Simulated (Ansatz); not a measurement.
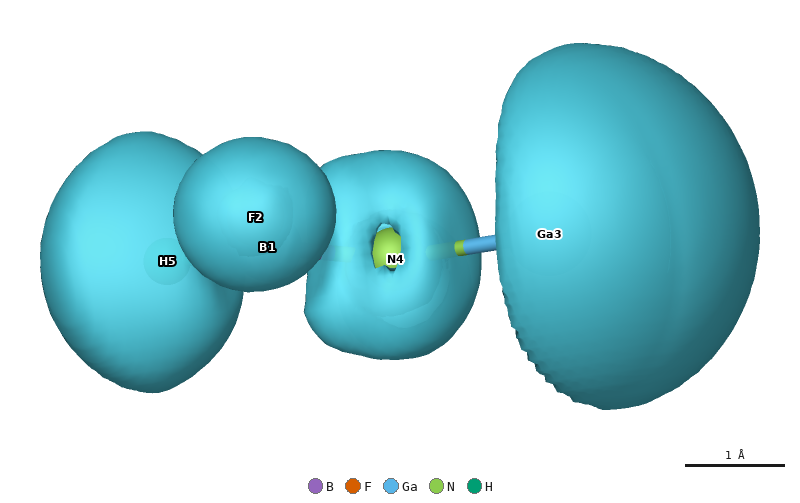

Figure. BFGaH$_{2}$N (SMILES FB[NH][Ga]). Isosurface of the ELF at 0.75 (cyan), seen from one side. Core shells and regions of very low density are left out.

Geometry: B3LYP-D3(BJ)/def2-SVP.

The calculation used isolated molecule in a Gaussian basis; Kohn-Sham density functional theory, functional PBE0 in Ansatz.

```yaml
atoms:
  - { symbol: B, position_ang: [2.6431, 0.9467, -2.4803] }
  - { symbol: F, position_ang: [3.7438, 1.6728, -2.7864] }
  - { symbol: Ga, position_ang: [4.5825, -1.2305, -2.1864] }
  - { symbol: N, position_ang: [2.8232, -0.4089, -2.1745] }
  - { symbol: H, position_ang: [1.5789, 1.5214, -2.4930] }
  - { symbol: H, position_ang: [1.9761, -0.9289, -1.9484] }
```

Q: What do the ELF domains correspond to?

A: The surface consists of one region around a hydrogen nucleus, one region on F in which the atom's valence shell and bonds are merged, one lobe on Ga, pointing away from the bonds (lone pairs) and one joined region spread over several atoms (H, N), in which their bonds and any lone pairs are merged. Along the contacts the grid gives the following. B–F (1.35 Å): the ELF peaks at about 0.85 between the atoms: a polar covalent bond. B–N (1.40 Å): the ELF peaks at about 0.95 between the atoms (a polar covalent bond).
